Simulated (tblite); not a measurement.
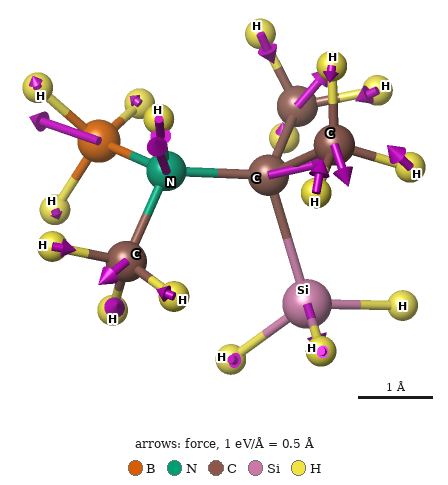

Starting geometry of C4H16BNSi with the computed forces as purple arrows. A ball-and-stick model, seen at a tilt.

The calculation used GFN2-xTB geometry optimisation, gas phase (tblite). 

### What follows when this structure is relaxed?

It isn't relaxed: the largest force vector, on the B atom, is 2.53 eV/Å. The final displacements have little in common with the starting forces (cosine between the two patterns 0.18). After 96 geometry steps the energy has fallen by 26.4 kcal/mol. An H atom moves most after the best rigid fit: 1.01 Å. By element the largest moves are H 1.01 Å, C 0.45 Å, B 0.29 Å, Si 0.24 Å, N 0.08 Å. Near-neighbour distances that change, for instance: C–Si 2.813 → 3.158 Å, B–N 1.527 → 1.655 Å, C–Si 1.873 → 1.929 Å, C–N 1.431 → 1.483 Å. Bond angles that change, for instance: B–N–H 108.7° → 101.7°, H–B–H 105.4° → 112.2°, H–B–H 106.8° → 113.2°. Groups turn about B–N by about 50°, C–N by about 25°.
